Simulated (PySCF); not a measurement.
```xyz
16

C    -1.1703    3.2729   -0.2678
C    -0.8605    2.3323    0.4132
Si   -0.4926    0.8355    1.4308
F    -0.2269    1.3013    2.9461
C     0.9723   -0.0722    0.7911
C     1.8759   -0.7448    0.3609
C     2.9776   -1.5282   -0.1413
S    -2.2075   -0.4627    1.4923
C    -2.2897   -0.8933   -0.2748
H    -1.4217    4.1104   -0.8529
H     2.7742   -1.8432   -1.1647
H     3.1166   -2.4119    0.4812
H     3.8922   -0.9360   -0.1264
H    -1.3516   -1.3433   -0.5854
H    -2.4954   -0.0017   -0.8595
H    -3.1000   -1.6061   -0.3866
```

Geometry: GFN2-xTB.

The calculation used CAM-B3LYP/def2-SVPD, SCF density, gas phase (PySCF).

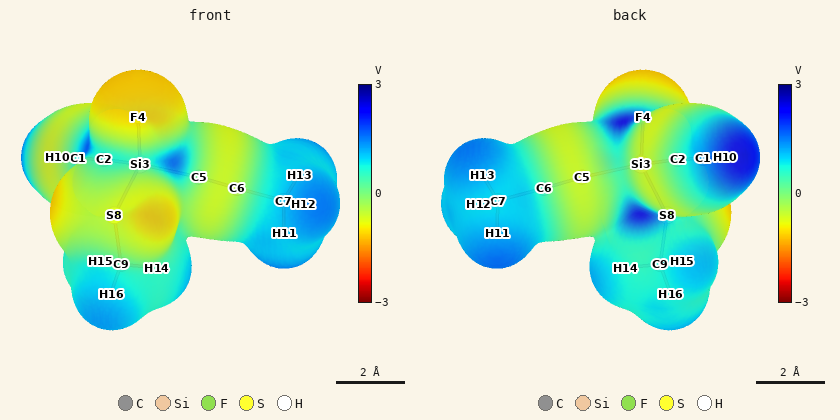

C6H7FSSi. The electrostatic potential painted on the density surface at 0.004 e/bohr³, seen from the front and from behind; red is negative and blue positive.

Which sites attract a positive test charge, and which a negative one?

A positive charge is drawn to the negative regions and a negative charge to the positive ones. The most negative region (about −1.2 V) lies over F4 and S8, the most positive (about +2.2 V) over Si3 and H10.

How polar is the molecule by this calculation?

Its dipole moment is 4.20 D.
